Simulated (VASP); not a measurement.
Band structure of BN (wurtzite). Method: revTPSS meta-GGA, VASP's PBE PAW potentials (set 64) (plane waves; VASP 6.6.1).

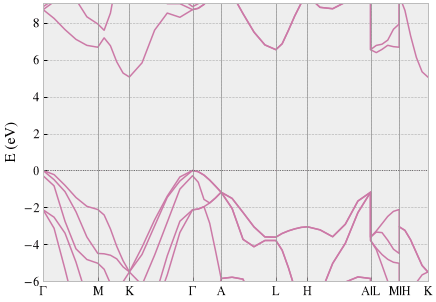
Bands along high-symmetry lines, zero at the valence-band maximum or, without a gap, the Fermi level

Q: Read the plot: is there a gap, and where are the band edges?

A: The gap is indirect, 5.06 eV, from the valence maximum at Γ to the conduction minimum at K.

The compound is BN in the wurtzite structure, a metastable high-pressure form. It was relaxed first.
